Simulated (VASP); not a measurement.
Band structure of Mg3Sb2 (a-la2o3). All values below come from RPBE GGA, VASP's PBE PAW potentials (set 64) (plane waves; VASP 6.6.1).

Unless said otherwise, spin-orbit coupling is left out, though it shifts the bands of the heavy elements here.

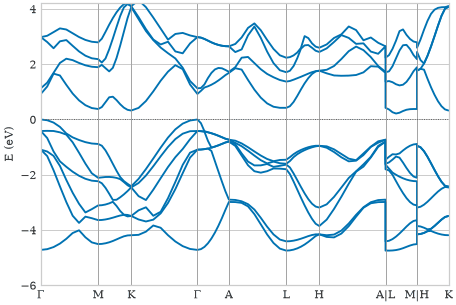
Figure: Bands along high-symmetry lines, zero at the valence-band maximum or, without a gap, the Fermi level

### Question
Read the plot: is there a gap, and where are the band edges?

### Answer
The gap is indirect, 0.22 eV, from the valence maximum at Γ to the conduction minimum at L-M at 0.33. (Edges off the drawn lines would not show.)

The compound is Mg3Sb2 in the a-la2o3 structure. It was relaxed first, which changed the volume by +5 %.
